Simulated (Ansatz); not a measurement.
```xyz
7
charge 0, multiplicity 1
C    -0.5636    0.3316   -0.1770
B     0.7302   -0.4332    0.2140
F     1.0178   -1.6016   -0.3444
H    -1.1753   -0.1818   -0.9204
H    -0.3026    1.3266   -0.5555
H    -1.1686    0.5160    0.7181
H     1.5233   -0.0256    1.0196
```

Describe the molecule in this file.

Formula CH4BF. SMILES: `CBF`. It has no ring. Among its groups: B–H bond. The point group is Cs. Coordination: 1 C tetrahedral; 1 B trigonal planar.

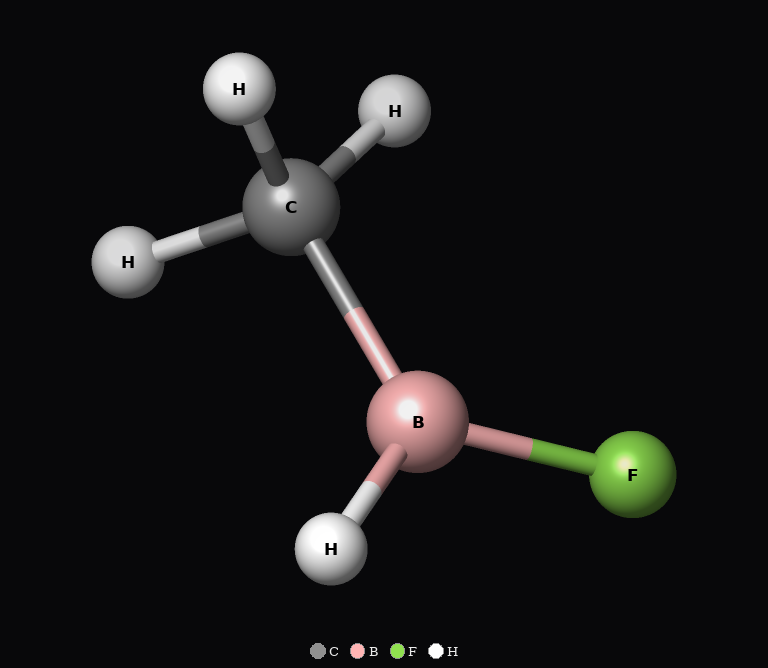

(Drawn from a calculation with Ansatz.)
